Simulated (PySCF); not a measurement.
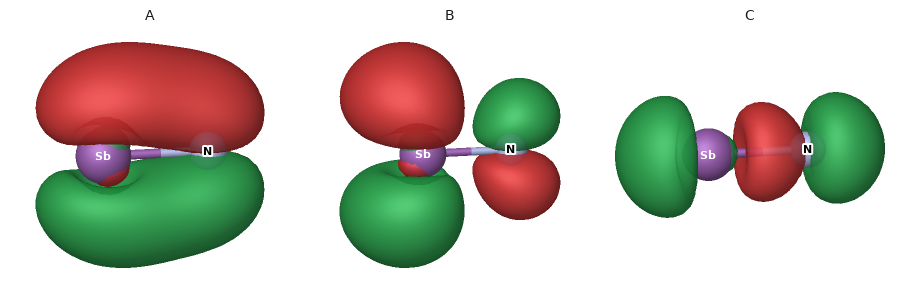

Figure. SbN. Three frontier orbitals, each drawn at the value that holds 80 % of its norm (green and red are the two phases), in no order; of a degenerate pair one member is drawn.

Core potentials replace the inner electrons of Sb.

The calculation used PBE0/def2-TZVPPD, non-relativistic Hamiltonian with scalar-relativistic core potentials where named, at a bond length of 1.806 Å (PySCF 2.14.0).

### Name the orbitals and rank them from lowest to highest energy.

Orbital C: σ, occupied, −8.01 eV; shared between the atoms (Sb 40 %, N 60 %).
Orbital A: π, occupied, −7.95 eV; bonding, with no node between the atoms.
Orbital B: π, empty, −2.77 eV; antibonding, with a node between the atoms.
